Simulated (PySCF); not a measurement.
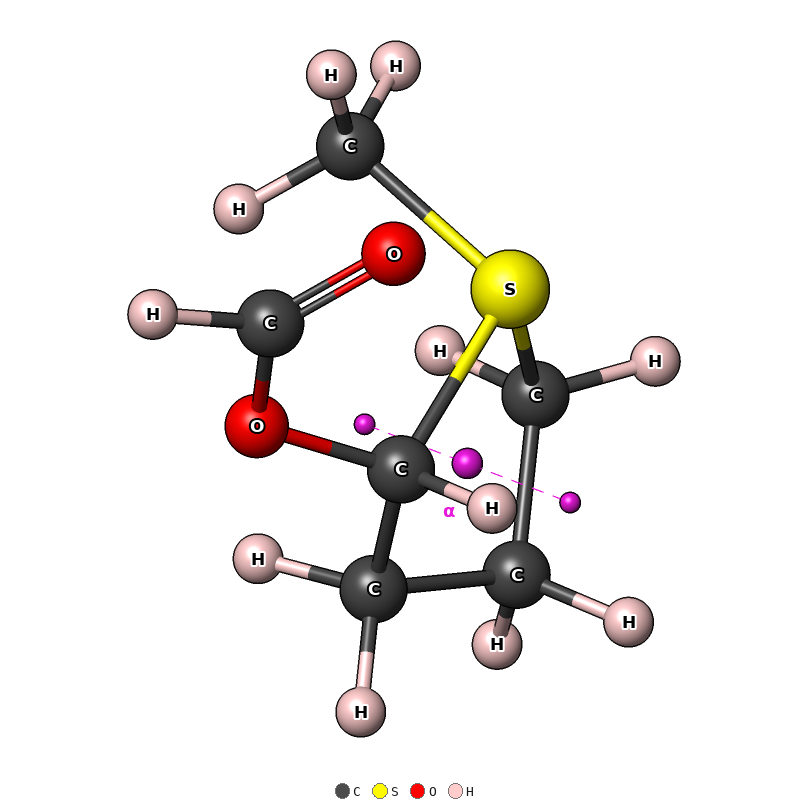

The small points mark where nucleus-independent chemical shifts (NICS) were computed: at the centre of each lettered ring and 1 Å above and below it. Charge +1, singlet. The computed structure is the end point of a PBE0-D3(BJ)/def2-SVP optimisation. No frequency run is at hand to confirm it as a minimum. Level of theory: GIAO PBE0/pcSseg-1 NMR shielding, non-relativistic, IEF-PCM cyclohexane (PySCF 2.14.0).

Give NICS(0), NICS(1) and the out-of-plane component NICS(1)zz for each ring (means of the two sides).

```json
{"ring": "α", "members": "C4S", "NICS(0)": "−7.7", "NICS(1)": "−4.8", "NICS(1)zz": "−4.0"}
```

Values in ppm.

> What do the values say about the ring currents?

Ring α: weak, as in a non-aromatic ring. NICS is one index among several.
